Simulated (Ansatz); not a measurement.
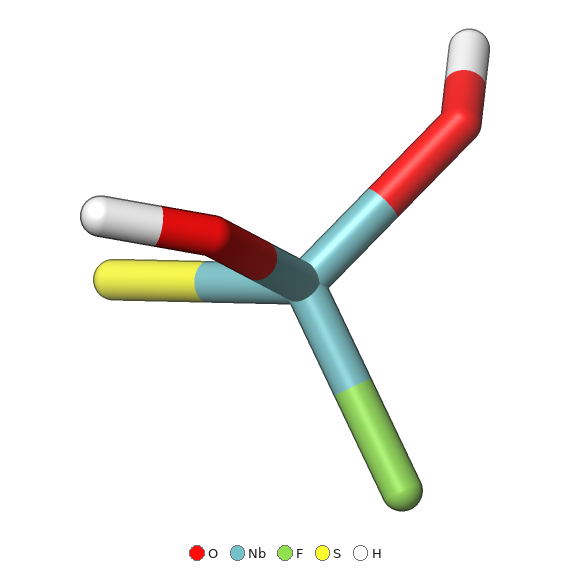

Stick drawing of a structure. Every bond is drawn as one stick, whatever its order.

Charge 0, singlet. The geometry was computed by an optimisation with PBE0-D4/def2-TZVP.

Describe the molecule.

Formula FH₂NbO₂S. As SMILES it reads `[OH][Nb]([OH])([F])=[S]`. This geometry has Cs symmetry. Coordination: 2 O bent; 1 Nb tetrahedral.

The parts below concern this one geometry. Atoms keep their numbers from picture to picture.

## Vibrations

Harmonic vibrations computed with RKS PBE0-D4/def2-TZVP, core potentials on Nb (Ansatz 0.2.0) at a stationary point of the same level.

**How many vibrational modes are there, and where do they lie?**

15 modes: 180, 183, 188, 200, 215, 352, 355, 512, 527, 588, 692, 744, 753, 3912, 3916 cm⁻¹.

## Levels of theory compared

Program: Ansatz 0.2.0.

Compare HOMO–LUMO gap (eV), dipole (D) at these levels: B3LYP-D4/def2-TZVPP; PBE-D4/def2-TZVPP; r2SCAN-D4/def2-TZVPP; ωB97M-V/def2-TZVPP.

```tsv
level	HOMO–LUMO gap (eV)	dipole (D)
B3LYP-D4/def2-TZVPP	5.48	2.20
PBE-D4/def2-TZVPP	3.96	2.17
r2SCAN-D4/def2-TZVPP	4.34	2.22
ωB97M-V/def2-TZVPP	10.12	2.19
```

## Thermal motion

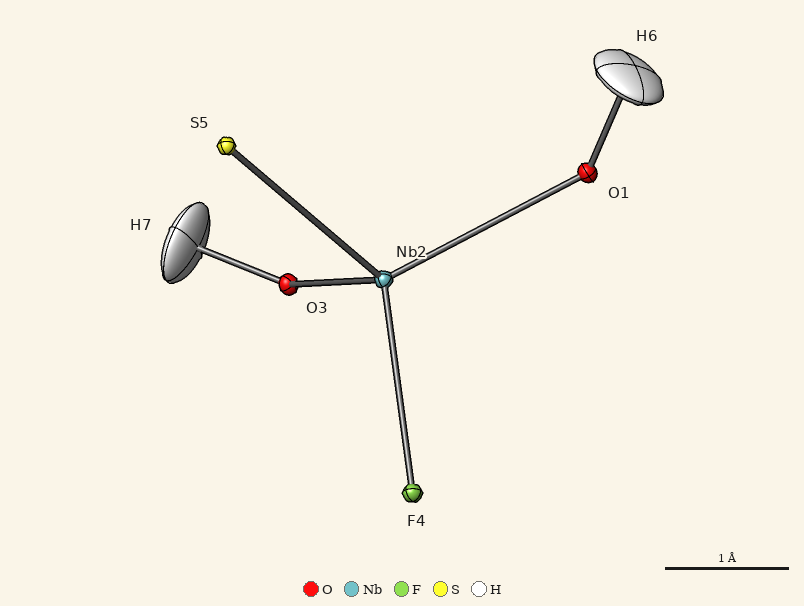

Displacement ellipsoids at the 50 % level, from the internal vibrations of the free molecule (harmonic, no overall translation or rotation; no half-axis is drawn under 0.075 Å). Vibrations computed with RKS PBE0-D4/def2-TZVP, core potentials on Nb (Ansatz 0.2.0). Temperature: 100 K.

**Which atom moves most?**

H6, H7, with U_eq = 0.0325 Å².

**Does H6 move more along its bond or across it?**

Across it: the root-mean-square amplitude is 0.080 Å along the bond and up to 0.229 Å across, since bending and torsion are softer than stretching.

List U_eq and the three principal root-mean-square amplitudes for each kind of atom.

```csv
atom,U_eq (Å²),rms amplitudes (Å)
"O1, O3",0.0026,"0.039, 0.054, 0.058"
Nb2,0.00029,"0.015, 0.017, 0.018"
F4,0.0025,"0.037, 0.053, 0.057"
S5,0.0010,"0.030, 0.032, 0.033"
"H6, H7",0.0325,"0.078, 0.197, 0.229"
```
